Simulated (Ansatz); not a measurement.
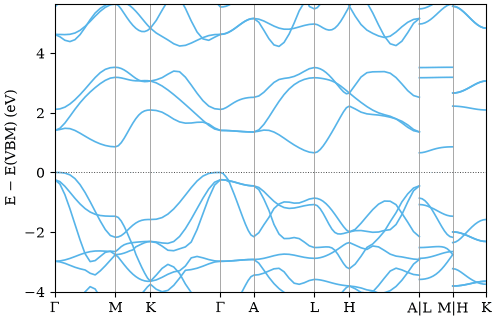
Fig. 1. Band structure from the program Ansatz at the PBE+D3(BJ) level (PAW)

### Question
Read off the gap and where the band edges lie.

### Answer
About 0.7 eV (0.66 eV by a search for the band edges); maximum at Γ, minimum at L.

The material is ZrS₂ (CdI2 type, P-3m1).

Symmetry was held in the PBE+D3(BJ) relaxation. The run is not spin-polarised. Spin–orbit coupling is left out wherever it is not named.

Potentials: the later of the program's two PAW sets.
